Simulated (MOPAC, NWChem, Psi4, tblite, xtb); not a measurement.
How methods differ on CH2BF3O (SMILES OC(F)B(F)F)

CH2BF3O: 8 atoms, total charge 0, spin state singlet. As SMILES, `OC(F)B(F)F`. The shape is that of a PBE0-D4/def2-TZVP optimisation. This is one conformer, not always the lowest.

```xyz
8

O    -0.1973   -1.3239    0.4662
C     0.4465   -0.1641    0.0864
F     1.1667    0.3628    1.1467
B    -0.6735    0.8660   -0.3922
F    -1.2580    0.6891   -1.5560
F    -1.0230    1.8983    0.3330
H     0.4454   -2.0331    0.5664
H     1.1854   -0.3522   -0.7062
```

Each level gives the dipole moment (D). The values are calculated.

| level | kind | program | value (D) | CPU time |
| --- | --- | --- | --- | --- |
| MNDO | semi-empirical | MOPAC | 2.37 | under 2 s |
| PM7 | semi-empirical | MOPAC | 2.45 | under 2 s |
| GFN0-xTB | semi-empirical | xtb | 2.61 | under 2 s |
| IPEA1-xTB | semi-empirical | tblite | 3.17 | under 2 s |
| HF/def2-SVP | Hartree–Fock | NWChem | 2.73 | 14 s |
| r2SCAN-D4/def2-SVP (density fitting) | meta-GGA | Psi4 | 2.35 | 20 s |
| B3LYP/3-21G | global hybrid | NWChem | 2.50 | 8 s |
| PBE0/def2-SVP | global hybrid | NWChem | 2.41 | 18 s |
| B3LYP-D3(BJ)/def2-TZVP (density fitting) | global hybrid | Psi4 | 2.39 | 9.2 s |

The values span 2.35 to 3.17 D. Magnitudes only. Sets without polarisation functions give poor dipoles. Times are those of the runs behind each value, whatever else they computed, on shared processors of several kinds: orders of magnitude only.

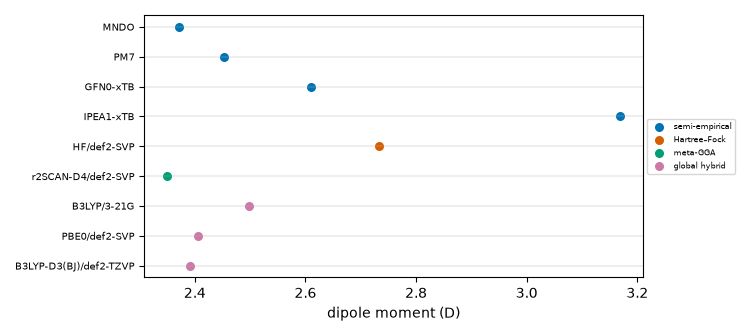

The values of the table, level by level.
